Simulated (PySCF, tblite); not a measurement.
# C4H10NSSi radical: geometry, infrared bands and EPR parameters

Wanted: the infrared bands and EPR parameters of C4H10NSSi radical (`C[Si](C)CC(N)=S`), by calculation.

The runs use tblite 0.8.0 and PySCF 2.14.0, with density-fitted response routines of our own; the level of theory stands in each step. All values are computed, except where a source is named. Atoms are numbered from 0 throughout.

### Step 1. Starting geometry

17 atoms, charge 0, multiplicity 2; geometry from: force field or distance geometry start.

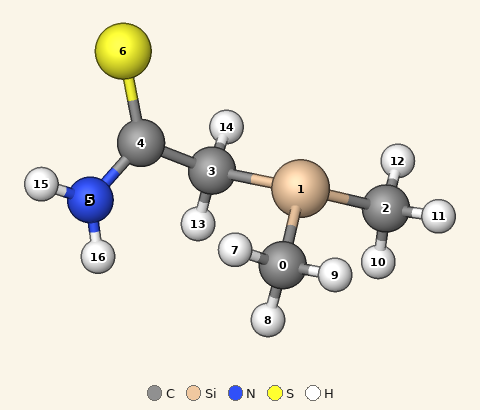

As it starts; carbon grey, silicon light orange, nitrogen blue, sulfur yellow, hydrogen white, atoms numbered; sticks join atoms by distance.

### Step 2. Relaxing the molecule with GFN2-xTB

The job: settings as JSON, then the geometry in Å.

```
{"job": {"kind": "relax", "xc": "GFN2-xTB", "basis": "xTB"}, "charge": 0, "multiplicity": 2}
C     -1.128200     1.498900    -0.124400
Si    -0.951100    -0.273700     0.345300
C     -2.109100    -1.374400    -0.572400
C      0.828500    -0.854000     0.150000
C      1.843800    -0.134800     1.013600
N      2.482000     0.911300     0.410900
S      2.198000    -0.546000     2.577300
H     -0.500000     2.151700     0.499900
H     -0.850000     1.657600    -1.167700
H     -2.177000     1.831200     0.002800
H     -1.919300    -1.341500    -1.652500
H     -3.159000    -1.060900    -0.418600
H     -2.035300    -2.409700    -0.238000
H      1.109800    -0.753300    -0.900100
H      0.871100    -1.925100     0.386500
H      3.178000     1.430300     0.954100
H      2.310800     1.204500    -0.537000
```

On the command line:

```console
OMP_NUM_THREADS=1 python probes_run.py task.json out
```

The driver reads the jobs from task.json and runs them one after another.

**Question.** This job is followed by: GFN2-xTB harmonic vibrations, gas phase; UKS B3LYP, pcH-1 on C H N S Si, non-relativistic, mean-field spin-orbit, GIAO. What will the session give for the following? strongest single infrared mode (GFN2-xTB); zero-point energy (GFN2-xTB); g(iso) (B3LYP); ⟨S²⟩; largest a(iso) (averaged by class); potential on the surface of density 0.002 e/bohr³, 1st and 99th percentile.

**Answer**, as computed:

```
                                                                  quantity                    value
                                 strongest single infrared mode (GFN2-xTB)    1479 cm⁻¹, 186 km/mol
                                              zero-point energy (GFN2-xTB)            83.5 kcal/mol
                                                            g(iso) (B3LYP)                  2.00461
                                                                      ⟨S²⟩       0.752 (exact 0.75)
                                        largest a(iso) (averaged by class)  29Si on Si1, -472.2 MHz
potential on the surface of density 0.002 e/bohr³, 1st and 99th percentile       -1.35 V and 2.25 V
```

**Reading.** Relaxing lowered the energy by 0.353 eV in 208 steps; the close pair that moved most is Si1–C2, from 1.842 to 1.907 Å. No mode is imaginary among the 45: a minimum at this level. The strongest single mode, at 1479 cm⁻¹, is carried by H15, H16, N5, H10. Unscaled tight-binding wavenumbers are off by several per cent, some by more. Its intensities can rank the bands wrongly. Si1 carries the largest spin population, 0.90 e. The isotropic g lies 2.3 ppt above the free-electron value.
